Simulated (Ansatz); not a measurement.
F₄S (SMILES FS(F)(F)F) (triplet)

```csv
atom,x (Å),y (Å),z (Å)
F,0.1278,-1.5875,3.2891
F,-0.7225,-0.1825,1.5747
F,-1.1578,-2.0889,0.2283
F,-0.3074,-3.4939,1.9428
S,-0.5150,-1.8382,1.7587
```

Geometry: PBE0-D3(BJ)/pcseg-1.

Theory: Ansatz 0.2.0, isolated molecule in a Gaussian basis; Kohn-Sham density functional theory, functional PBE0.

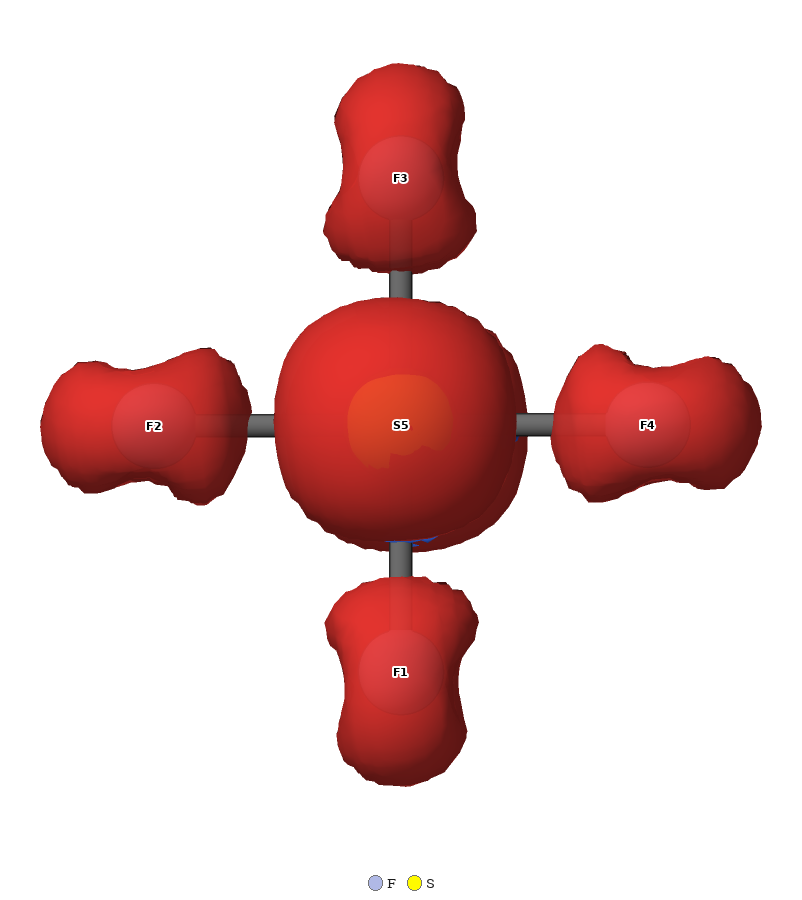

Figure 1. Isosurfaces of the spin density at +0.05 (red) and −0.05 e/Å³ (blue), seen across its widest extent.

> Describe the spin distribution.

The unpaired spin (2 electrons) lies mostly on S5 (about 1.0), F1 (about 0.3), F3 (about 0.3), F2 (about 0.3) and F4 (about 0.3), in electrons by Hirshfeld's partition.

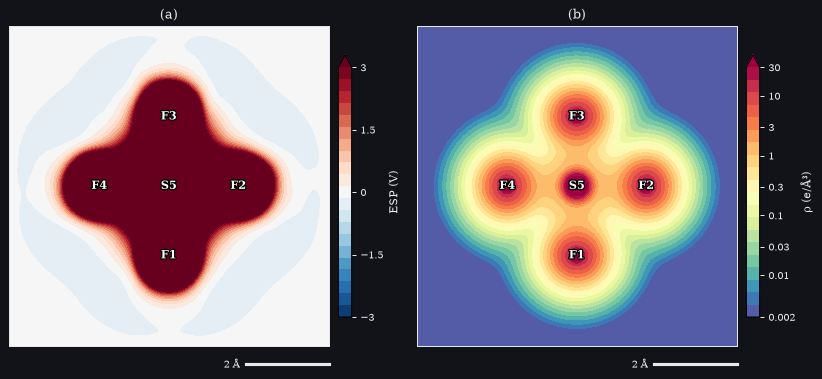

Figure 2. (a) molecular electrostatic potential; (b) total electron density on the molecular plane.

> Describe what can be read from this map.

The section cuts through F and S sites. S–F (1.68 Å): ρ at the midpoint is about 1.3 e/Å³. The potential has no marked negative region in this plane.

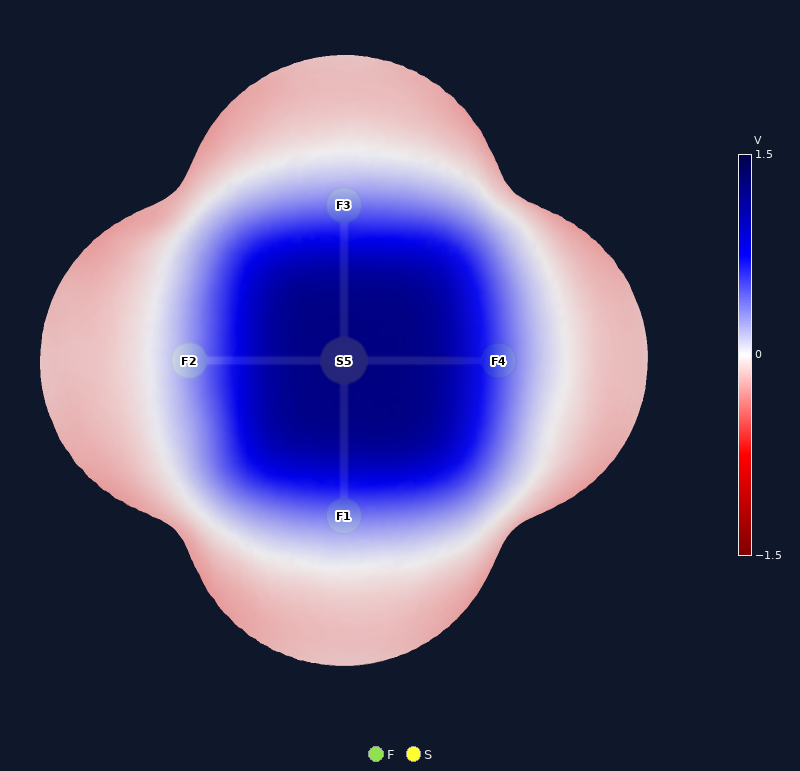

Figure 3. The electrostatic potential painted on the density surface at 0.001 e/bohr³, seen across its widest extent; red is negative and blue positive.

> Where is the surface potential most negative and most positive?

The most negative region (about −0.2 V) lies over F1, F2, F3 and F4, the most positive (about +1.3 V, or +30 kcal/mol for a unit charge) over S5.
